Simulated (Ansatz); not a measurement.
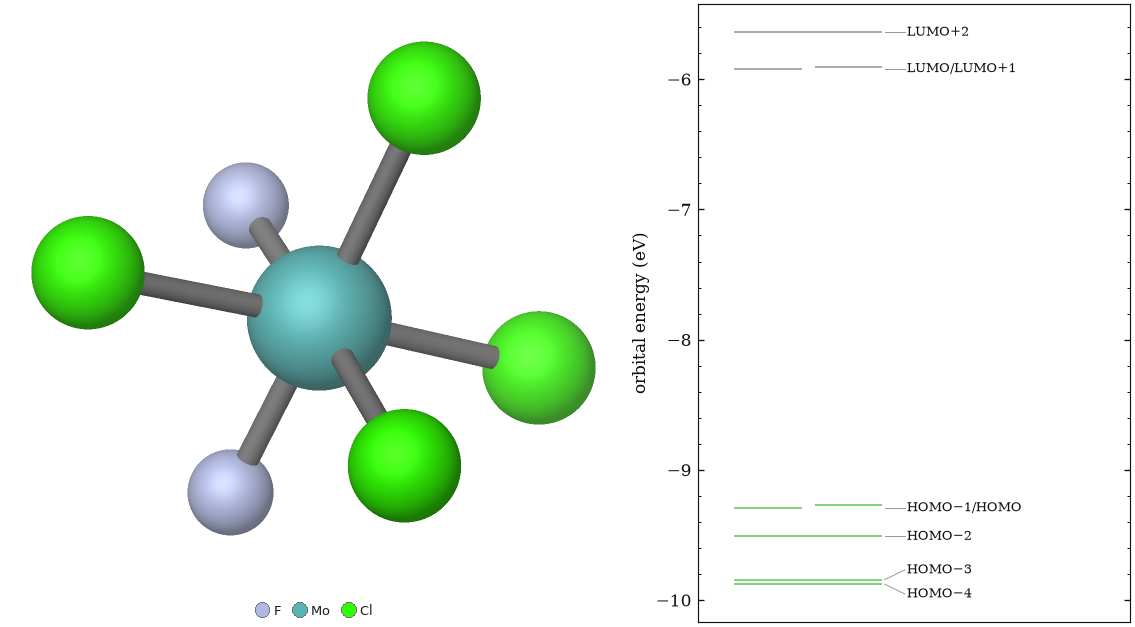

MoCl₄F₂, SMILES [F][Mo]([F])([Cl])([Cl])([Cl])[Cl], singlet. Kohn-Sham orbital energies near the frontier, B3LYP/def2-TZVPP in the Ansatz code, at a PBE0-D4/def2-TZVP geometry (a minimum by its frequencies), isolated molecule; empty levels in grey, levels within 0.03 eV side by side.

Question: Where do the frontier orbitals lie?

Answer: HOMO at −9.27 eV, LUMO at −5.92 eV, 3.35 eV apart.

Question: Is the HOMO or the LUMO degenerate, or nearly so?

Answer: The HOMO is one of 2 levels within 0.03 eV and the LUMO is one of 2 levels within 0.03 eV.

Caveats: core potentials past krypton; empty levels above zero depend strongly on the basis.
